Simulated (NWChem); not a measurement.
# doublet CH5N+: levels of theory compared

Wanted: a comparison of 4 runs (UHF/STO-3G, UHF/3-21G, UB3LYP/6-31G*) of doublet CH5N+. 

The results are computed with NWChem 7.3.0.

69 further runs of the same task are left out: 69 set aside as unsound or not needed.

## Step 1: Starting point

The species is CH5N+ (7 atoms), meant as a doublet with charge +1. As SMILES of the parent species, `CN`. The coordinates come from a PBE0-D4/def2-TZVP relaxation. That shape belongs to the parent species and isn't relaxed for this state.

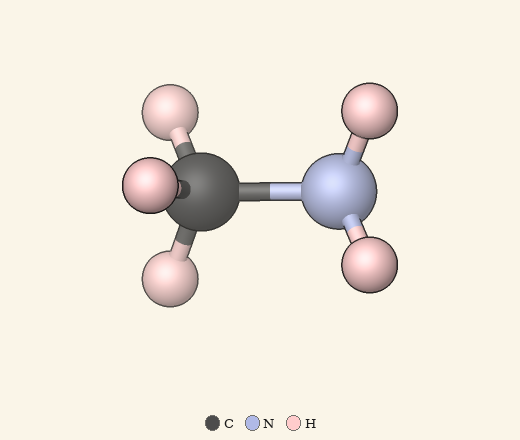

Viewed from a chosen angle; carbon dark grey, nitrogen light blue, hydrogen pink.

## Step 2: The energy at UHF/STO-3G (run 1)

File sp.nw:

```
start sp
memory total 2200 mb
charge 1

geometry units angstroms noautosym nocenter noautoz
   C     -0.473800    -0.138400    -0.281500
   N      0.801600     0.390900     0.170500
   H     -0.984400    -0.806400     0.427500
   H     -0.327200    -0.690700    -1.212500
   H     -1.150500     0.689300    -0.505500
   H      1.448000    -0.360600     0.373500
   H      0.686300     0.915800     1.027900
end

basis spherical bse
   C library STO-3G
   N library STO-3G
   H library STO-3G
end

scf
   doublet
   uhf
   thresh 1e-08
   maxiter 80
end

task scf energy
```

On the command line:

```
nwchem sp.nw > sp.out
```

What it wrote:

```text
[...]
  functions       =    15
[...]
  wavefunction    = UHF
[...]
         Total SCF energy =    -93.784179003136
      One electron energy =   -203.909907985782
      Two electron energy =     67.984847332072
 Nuclear repulsion energy =     42.140881650574
                       Sz =      0.5000
                 Sz(Sz+1) =      0.7500
                      S^2 =      0.7592
[...]
```

It took 0.91 s on 1 thread of INTEL XEON PLATINUM 8581C at 2.10GHz (Emerald Rapids), shared host; peak memory 0.098 GiB.

## Step 3: The energy at UHF/3-21G (run 2)

File ch5n.nw:

```
start ch5n
title "CH5N"
memory stack 880 mb heap 220 mb global 1100 mb
charge 1
geometry units angstroms noautosym nocenter noautoz
 C       -0.473800      -0.138400      -0.281500
 N        0.801600       0.390900       0.170500
 H       -0.984400      -0.806400       0.427500
 H       -0.327200      -0.690700      -1.212500
 H       -1.150500       0.689300      -0.505500
 H        1.448000      -0.360600       0.373500
 H        0.686300       0.915800       1.027900
end
basis "ao basis" spherical bse
 * library 3-21G
end
scf
 nopen 1
 uhf
 thresh 1e-08
 maxiter 80
 noprint "final vectors analysis"
end
task scf energy
```

On the command line:

```
nwchem ch5n.nw > ch5n.out
```

What it wrote:

```text
[...]
  functions       =    28
[...]
  wavefunction    = UHF
[...]
         Total SCF energy =    -94.385458500524
      One electron energy =   -204.852152507236
      Two electron energy =     68.325812356138
 Nuclear repulsion energy =     42.140881650574
                       Sz =      0.5000
                 Sz(Sz+1) =      0.7500
                      S^2 =      0.7600
[...]
```

Wall time 0.97 s (1 thread of INTEL XEON PLATINUM 8581C at 2.10GHz (Emerald Rapids), shared host); peak memory 0.097 GiB.

Run 3 isn't shown in full; the table further down has it.

## Step 4: The energy at UB3LYP/6-31G(d) (Cartesian functions) (run 4)

File a.nw:

```
start a
title "CH5N B3LYP"
memory total 2200 mb
charge 1

geometry units au noautosym nocenter noautoz
   C     -0.89535224    -0.26153810    -0.53195790
   N      1.51480446     0.73869394     0.32219830
   H     -1.86024640    -1.52387515     0.80785792
   H     -0.61831839    -1.30523383    -2.29129293
   H     -2.17412991     1.30258822    -0.95525656
   H      2.73632343    -0.68143524     0.70581271
   H      1.29691904     1.73061118     1.94244948
end

basis "ao basis" cartesian
   C library 6-31G*
   N library 6-31G*
   H library 6-31G*
end

dft
   xc b3lyp
   mult 2
   grid xfine
   convergence energy 1e-08
   maxiter 100
   mulliken
end

task dft energy
```

On the command line:

```
nwchem a.nw > a.out
```

What it wrote:

```text
[...]
          Wavefunction type:  spin polarized.
          No. of atoms     :     7
          No. of electrons :    17
[...]
          Charge           :     1
          Spin multiplicity:     2
[...]
          AO basis - number of functions:    40
[...]
              XC Information
              --------------
                         B3LYP Method XC Potential
                     Hartree-Fock (Exact) Exchange  0.200
                        Slater Exchange Functional  0.800 local
                    Becke 1988 Exchange Functional  0.720 non-local
              Lee-Yang-Parr Correlation Functional  0.810
                  VWN I RPA Correlation Functional  0.190 local
[...]
 d= 0,ls=0.0,diis     1    -95.4135920203 -1.38D+02  1.11D-02  2.41D-01     1.6
[...]
 d= 0,ls=0.0,diis    11    -95.5077167972 -3.74D-09  1.33D-07  3.22D-11    17.1
[...]
         Total DFT energy =      -95.507716797204
      One electron energy =     -205.958321413059
           Coulomb energy =       82.176803834184
    Exchange-Corr. energy =      -13.867077828379
 Nuclear repulsion energy =       42.140878610051
[...]
      Total Density - Mulliken Population Analysis
     ---------------------------------------------
    Atom       Charge   Shell Charges
 -----------   ------   -------------------------------------------------------
    1 C    6     6.42   1.99  0.69  2.13  0.65  0.92  0.04
    2 N    7     7.36   1.99  0.82  2.44  0.84  1.22  0.04
    3 H    1     0.69   0.49  0.20
    4 H    1     0.71   0.51  0.20
    5 H    1     0.71   0.51  0.20
    6 H    1     0.56   0.48  0.07
    7 H    1     0.56   0.48  0.07
[...]
      <S2> =      0.7535 (Exact =     0.7500)
[...]
```

Wall time 18 s (1 thread of INTEL XEON PLATINUM 8581C at 2.10GHz (Emerald Rapids), shared host); peak memory 0.13 GiB.

## Step 5: Overview of the runs

```
run                                level  iteration cap  module  energy (Eh)  HOMO energy (eV)  LUMO energy (eV)   ⟨S²⟩  wall time
  1                           UHF/STO-3G             80     scf   -93.784179            -21.07             -4.64  0.759     0.91 s
  2                            UHF/3-21G             80     scf   -94.385459                 –                 –  0.760     0.97 s
  3  UB3LYP/6-31G* (spherical functions)            100     dft   -95.505952            -16.99            -12.58  0.753       16 s
  4  UB3LYP/6-31G* (Cartesian functions)            100     dft   -95.507717            -16.99            -12.58  0.753       18 s
```

## Step 6: What came out

```
                                 quantity         value
                      run 4: total energy  -95.50772 Eh
run 4: HOMO energy (highest over α and β)     -16.99 eV
 run 4: LUMO energy (lowest over α and β)     -12.58 eV
                              run 4: ⟨S²⟩         0.753
```

**Reading.** In run 1 the basis is minimal, so the values are rough. All runs together took 35 s, the longest 18 s.
